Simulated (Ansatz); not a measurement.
# A computed series for hypothetical I4/mmm Ge: response to strain

Consider Ge (space group I4/mmm, No. 139; a hypothetical phase, not in the database extracts checked).

```xyz
4
Lattice="-3.5257 3.5257 2.0364 3.5257 -3.5257 2.0364 3.5257 3.5257 -2.0364" Properties=species:S:1:pos:R:3 pbc="T T T"
Ge     1.2588     1.2588     0.0000
Ge     2.2668    -2.2668     2.0364
Ge    -2.2668     2.2668     2.0364
Ge     2.2668     2.2668     2.0364
```

Cartesian axes are those of the cell as printed.

Strains are applied to the cell and any free atomic positions relax; under biaxial strain the out-of-plane vector relaxes too.

The values are results of PBE, PAW, 420 eV (Ansatz, a first-principles code; no spin-orbit coupling), not measurements.

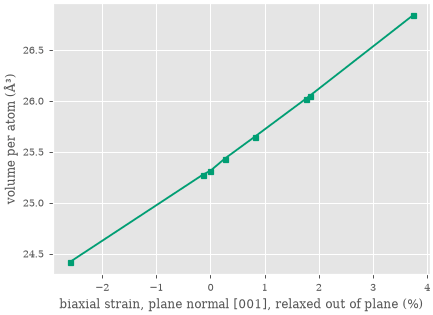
Figure: Volume per atom against biaxial strain, plane normal [001], relaxed out of plane

| biaxial strain, plane normal [001], relaxed out of plane (%) | volume per atom |
|---|---|
| -2.6 | 24.42 Å³ |
| -0.14 | 25.28 Å³ |
| 0.26 | 25.43 Å³ |
| 0.82 | 25.65 Å³ |
| 1.76 | 26.02 Å³ |
| 1.83 | 26.05 Å³ |
| 3.74 | 26.84 Å³ |

A biaxial case was relaxed in a doubled cell and then solved in the primitive one. Without a gap, meshes like the base's 9×9×9 leave anisotropic stresses uncertain by several tenths of a GPa, and small strain energies with them. Whether these cells are dynamically stable was not tested.
